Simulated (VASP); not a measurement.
Band structure of Er (hcp). All values below come from PBE GGA with D3 dispersion (zero damping), VASP's PBE PAW potentials (set 64) (plane waves; VASP).

The 4f electrons are frozen in the core of the lanthanide potential, so 4f levels, which can set the real gap, and their magnetism are missing.

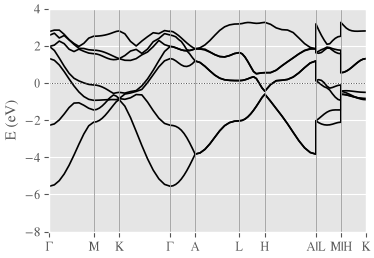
Figure: Bands along high-symmetry lines, zero at the valence-band maximum or, without a gap, the Fermi level

**Question.** Read the plot: is there a gap, and where are the band edges?

**Answer.** It has no gap at this level: it comes out as a metal or semimetal. (Edges off the drawn lines would not show.)

The compound is Er in the hcp structure. It was relaxed first.
